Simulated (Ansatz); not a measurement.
# CH5FOSSi: trial inputs and their diagnosis

Aim: try 3 inputs for CH5FOSSi as typed, read how each ends, and find what has to change.

Program: Ansatz 0.2.0, Gaussian basis. Level of theory: the settings change from run to run. These are calculated values, not measurements.

### 1 The molecule

The structure was relaxed beforehand with PBE0-D4 in a triple-zeta def2 set.

SMILES `CO[SiH](F)S`, 10 atoms, charge 0, spin multiplicity 1.

Atoms are counted from 1 here; the program's logs count them from 0.

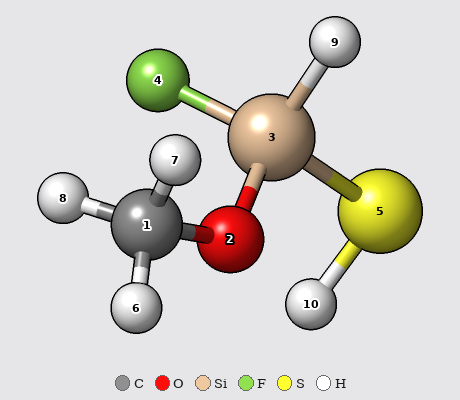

The geometry (carbon grey, oxygen red, silicon light orange, fluorine green, sulfur yellow, hydrogen white); atoms are numbered from 1 in the order of the file.

### 2 Attempt 1

The input, in.yaml:

```yaml
crystal:
  periodic: [false, false, false]
  atoms:
    - {symbol: C, position_ang: [-0.453182, -1.508447, 0.310188]}
    - {symbol: O, position_ang: [0.408881, -0.458454, 0.148715]}
    - {symbol: Si, position_ang: [0.005821, 1.090108, 0.042774]}
    - {symbol: F, position_ang: [-1.073469, 1.177411, -1.135232]}
    - {symbol: S, position_ang: [1.763831, 2.249768, -0.386370]}
    - {symbol: H, position_ang: [0.014757, -2.452490, 0.322721]}
    - {symbol: H, position_ang: [-1.127435, -1.494757, 1.176480]}
    - {symbol: H, position_ang: [-1.155697, -1.629145, -0.649717]}
    - {symbol: H, position_ang: [-0.698616, 1.595348, 1.237938]}
    - {symbol: H, position_ang: [2.237542, 1.353583, -1.243446]}
basis:
  gaussian: {orbitals: def2-TZVP}
magnetization: {spin_polarized: true, initial_magnetization: 2}
hamiltonian: {xc: {name: HF}}
correlation: {method: mp2, frozen_orbitals: {C: 0}}
accuracy: high
```

The run is started by

```sh
> ansatz run in.yaml --threads 4 --pin off --events-out ev --progress --plain --max-ram 10444MiB
```

Standard output:

```text
Functional definition: HF
  name "HF"
  cite "Fock, Z. Phys. 61, 126 (1930) doi:10.1007/BF01340294"
  parent pbe
  exchange = exact_x
  correlation = 0
Error: "frozen_orbitals" has no count for O
```

Wall time 0.05 s (4 threads of Intel Xeon at 2.80GHz, shared host).

What is wrong: The program refused the input. Frozen orbitals are typed for one element alone, and the program wants a count for each. It also asks for charge 0 and multiplicity 3, another species or state than the molecule above. Its coordinates are also moved off the relaxed structure. To mend it, leave frozen_orbitals out, or give every element a count that its core really has, and set charge and spin to those of the species named.

### 3 Attempt 2

The input, in.yaml:

```yaml
crystal:
  periodic: [false, false, false]
  atoms:
    - {symbol: C, position_ang: [-0.479140, -1.545383, 0.284403]}
    - {symbol: O, position_ang: [0.437532, -0.472824, 0.170789]}
    - {symbol: Si, position_ang: [0.011032, 1.088352, 0.046664]}
    - {symbol: F, position_ang: [-1.064943, 1.211359, -1.126939]}
    - {symbol: S, position_ang: [1.742984, 2.225584, -0.344391]}
    - {symbol: H, position_ang: [0.094381, -2.471057, 0.338187]}
    - {symbol: H, position_ang: [-1.083212, -1.455120, 1.193136]}
    - {symbol: H, position_ang: [-1.144859, -1.589877, -0.581958]}
    - {symbol: H, position_ang: [-0.640131, 1.623252, 1.260254]}
    - {symbol: H, position_ang: [2.209458, 1.334514, -1.237246]}
basis:
  gaussian: {orbitals: LANL2DZ, fitting: {mean_field: def2-universal-jkfit}, final_grid: {core_spheres: 8, valence_spheres: 7, degree: 23}}
hamiltonian: {xc: {name: BHLYP}}
output: {forces: true}
```

Launched as before.

Standard output:

```text
Error: <dir> can't be read: No such file or directory (os error 2)
```

Wall time 0.05 s (4 threads of Intel Xeon at 2.80GHz, shared host).

Diagnosis: The program refused the input before any cycle. It says: «<dir> can't be read: No such file or directory (os error 2)» No basis of that name is known. The cure: choose a basis that the program's library holds for every element.

### 4 Attempt 3

The input, in.yaml:

```yaml
crystal:
  periodic: [false, false, false]
  atoms:
    - {symbol: C, position_ang: [-0.425050, -1.487478, 0.061773]}
    - {symbol: O, position_ang: [0.619369, -0.636355, 0.396228]}
    - {symbol: Si, position_ang: [0.079512, 1.230731, 0.146699]}
    - {symbol: F, position_ang: [-1.086476, 1.147112, -1.108898]}
    - {symbol: S, position_ang: [1.747502, 2.091772, -0.517079]}
    - {symbol: H, position_ang: [-0.022126, -2.536499, 0.335011]}
    - {symbol: H, position_ang: [-1.022047, -1.469314, 1.199986]}
    - {symbol: H, position_ang: [-1.213858, -1.548613, -0.573699]}
    - {symbol: H, position_ang: [-0.602370, 1.607434, 1.174450]}
    - {symbol: H, position_ang: [2.142988, 1.212943, -1.296850]}
basis:
  gaussian: {orbitals: def2-mTZVPP, nuclear_model: gaussian}
hamiltonian: {xc: {name: B3LYP5}}
accuracy: high
relax: {f_tol: 0.001, max_steps: 2}
output: {forces: true}
```

The command is unchanged.

Standard output:

```text
Functional definition: B3LYP5
  name "B3LYP5"
  cite "Stephens, Devlin, Chabalowski & Frisch, J. Phys. Chem. 98, 11623 (1994) doi:10.1021/j100096a001"
  cite "Becke, Phys. Rev. A 38, 3098 (1988) doi:10.1103/PhysRevA.38.3098"
  cite "Lee, Yang & Parr, Phys. Rev. B 37, 785 (1988) doi:10.1103/PhysRevB.37.785"
  cite "Vosko, Wilk & Nusair, Can. J. Phys. 58, 1200 (1980) doi:10.1139/p80-159"
  parameter a0 = 0.2
  parameter ax = 0.72
  parameter ac = 0.81
  exchange = (1 - a0 - ax)*slater_x + ax*b88_x + a0*exact_x
  correlation = (1 - ac)*vwn5_c + ac*lyp_c
3227 factors; integrals over basis functions are off by at most 2.3e-9 eV
mean field evaluation 1: about -24585.5002 eV, gradient 6.5e1 eV
mean field evaluation 2: about -24556.8285 eV, gradient 1.4e2 eV
mean field evaluation 4: about -24593.1163 eV, gradient 1.0e1 eV
mean field evaluation 8: about -24593.3659 eV, gradient 9.7e-1 eV
mean field evaluation 16: about -24593.3680 eV, gradient 1.1e-4 eV
mean field -24593.36801873 eV, -903.7896047048 hartree, gradient 4.9e-8 eV, S^2 0.000000; 0 other end points of the search recorded, 0 dependent functions left out
the calculation of the forces begins
reference -24593.36806095 eV, -903.7896062565 hartree; 29, 29 occupied and 117, 117 virtual orbitals, 3227 factors
relax step   1: F+E_penalty+E_count = -24593.36801873 eV  Δ(F+E_penalty+E_count) = +0.000e0 eV  max|allowed force component| = 9.448e0 eV/Å  Δτ_max = 0.0000 Å  (34 SCF iters, accepted)
these checks for a lower state are left out or cut short: starts, cluster_reference, orbital_swaps, neighbouring_geometries, increment
3232 factors; integrals over basis functions are off by at most 3.3e-9 eV
mean field evaluation 32: about -24595.9744 eV, gradient 2.7e-8 eV
mean field -24595.97439145 eV, -903.8853871355 hartree, gradient 4.5e-8 eV, S^2 0.000000; 0 other end points of the search recorded, 0 dependent functions left out
the calculation of the forces begins
reference -24595.97443411 eV, -903.8853887032 hartree; 29, 29 occupied and 117, 117 virtual orbitals, 3232 factors
relax step   2: F+E_penalty+E_count = -24595.97439145 eV  Δ(F+E_penalty+E_count) = -2.606e0 eV  max|allowed force component| = 3.709e0 eV/Å  Δτ_max = 0.1944 Å  (40 SCF iters, accepted)
Error: geometry relaxation did not converge after 2 steps: max|allowed force component| = 3.71e0 eV/Å (threshold 1.0e-3). Raise `relax.max_steps` over both its present limit and 2, loosen `relax.f_tol`, or start from a geometry closer to equilibrium. Where this run's directory can be resumed (`checkpoint.write`), a resume goes on for up to `relax.max_steps` more
```

Run time: 18 s. Hardware: 4 threads of Intel Xeon at 2.80GHz, shared host; peak memory 0.79 GiB.

What is wrong: The run did not converge. The relaxation is allowed too few steps for its threshold. The start was also shaken off the relaxed geometry, so there is far to go. Fix: raise relax.max_steps.

### 5 How the tries ended

```
attempt               level          ended                                                                                    cause    time
      1       MP2/def2-TZVP        refused  frozen orbitals are typed for one element alone, and the program wants a count for each  0.05 s
      2       BHLYP/LANL2DZ        refused                                                           no basis of that name is known  0.05 s
      3  B3LYP5/def2-mTZVPP  not converged                                the relaxation is allowed too few steps for its threshold    18 s
```

**Reading.** 2 refused, 1 not converged. A refusal costs next to no computing time.
